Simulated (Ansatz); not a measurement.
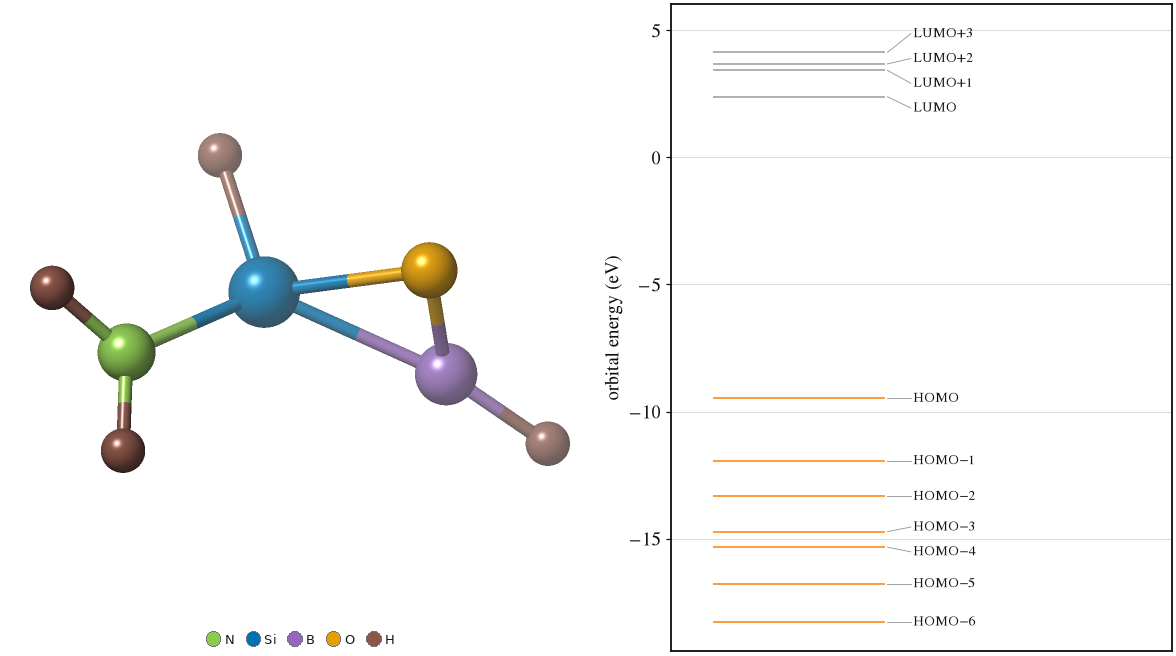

BSiNH₄O, SMILES N[Si@@H]1BO1. Hartree-Fock orbital energies near the frontier, HF/def2-TZVPP, the Ansatz code, at a PBE0-D4/def2-TZVP geometry (a minimum by its frequencies), isolated molecule; empty levels in grey, levels within 0.03 eV side by side.

Question: Where do the frontier orbitals lie?

Answer: HOMO at −9.48 eV, LUMO at 2.39 eV, 11.87 eV apart.

Question: How far below the HOMO does the next level lie?

Answer: 2.45 eV.

Question: List the levels.

Answer:
```tsv
orbital	energy (eV)
LUMO+3	4.14
LUMO+2	3.68
LUMO+1	3.43
LUMO	2.39
HOMO	−9.48
HOMO−1	−11.94
HOMO−2	−13.34
HOMO−3	−14.73
HOMO−4	−15.34
HOMO−5	−16.78
HOMO−6	−18.29
```

Note: empty levels above zero depend strongly on the basis.
